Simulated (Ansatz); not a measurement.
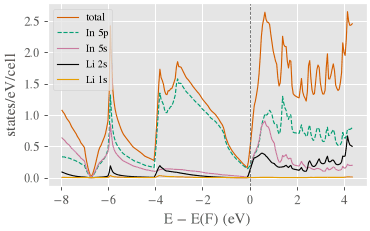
Total and projected density of states of LiIn in space group Fd-3m (No. 227; In on 8a, Li on 8b), plane-wave PAW r²SCAN (Ansatz code)

**Question.** Which orbitals carry the states next to the Fermi level?

**Answer.** Within 0.5 eV of the Fermi level: In 5p 42 %, In 5s 30 %, Li 2s 20 %, outside the projected shells 7 %. Projections are on Löwdin-orthogonalised atomic valence shells; empty p or d shells of many metals are not among them.

**Question.** Where is the tallest occupied peak in this window, and what makes it?

**Answer.** Near -5.9 eV, about 2.4 states/eV per cell; the largest projected share is In 5p.

The workflow started from an entry of the Crystallography Open Database (COD). Whether it is the stable phase at ambient conditions was not checked. The cell was relaxed with r²SCAN under the symmetry of its start; its stability against distortions is not shown here. Spin–orbit coupling is left out wherever it is not named.

Potentials: the later of the program's two PAW sets.
